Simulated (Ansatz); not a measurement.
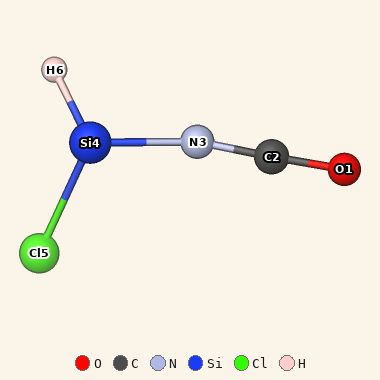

The system is CHClNOSi, SMILES O=C=N[SiH]Cl, spin multiplicity 2; the picture shows the reference structure. 
- First axis: bond length N3–Si4. Second axis: dihedral C2–N3–Si4–Cl5.
- Nothing is relaxed (all other coordinates rigid).
- The scan uses a 9 × 10 grid.
- Points are written as (first, second).
- All energies are given in kJ/mol relative to the lowest grid point.
- Level of theory: UKS PBE-D4/def2-SVP in Ansatz 0.2.0.

Its coordinates:

```xyz
6

O    -1.2047    1.7372    1.9080
C    -0.7138    0.9348    1.1959
N    -0.2433    0.0813    0.4692
Si    0.8766   -0.7808   -0.5229
Cl    1.0050    0.1338   -2.3919
H     0.3224   -2.1703   -0.7045
```

Range: bond length N3–Si4 from 1.416 to 2.590 Å; dihedral C2–N3–Si4–Cl5 from −180 to 144°.

Q: Predict the map.

A: The lowest grid point is at (1.709 Å, −72°). The highest grid point, (2.590 Å, 72°), lies 276 kJ/mol above the lowest.

```tsv
dihedral C2–N3–Si4–Cl5 ↓, bond length N3–Si4 →	1.416	1.563	1.709	1.856	2.003	2.150	2.297	2.443	2.590
144	221	50	5	21	66	120	175	224	264
108	223	52	7	23	68	123	178	229	270
72	224	52	7	23	68	123	180	232	276
36	223	51	6	22	67	122	178	228	270
0	219	48	3	20	64	119	174	223	263
−36	217	46	1	18	62	117	171	219	258
−72	216	45	0	17	61	115	169	217	256
−108	217	45	0	17	61	115	169	216	255
−144	218	46	1	18	62	116	170	218	256
−180	219	48	3	19	64	118	172	220	259
```

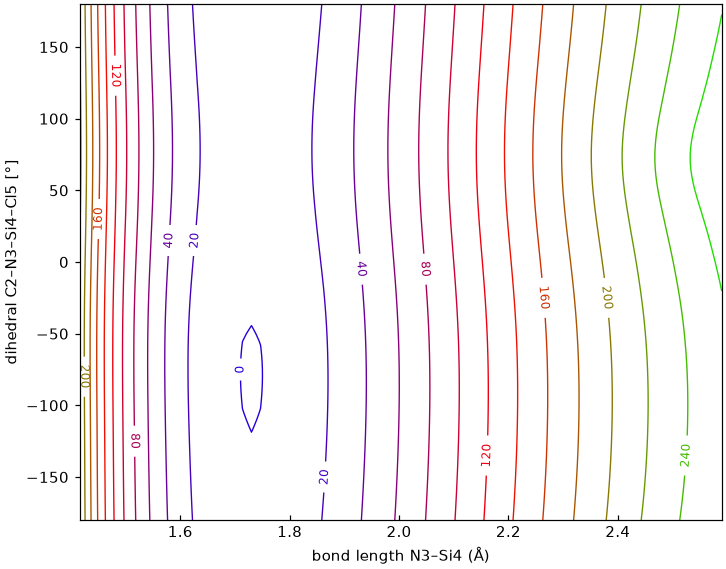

Drawn: contour lines labelled in kJ/mol. Between grid points the surface is interpolated.

Each point was launched as `ansatz run input.yaml --threads 1 --pin off --max-ram 2560MiB --backend cpu --events-out ev --progress --plain --runs-dir out`. The whole map (90 points run) took 11 min on 1 thread of Arm Neoverse V2 (shared host).
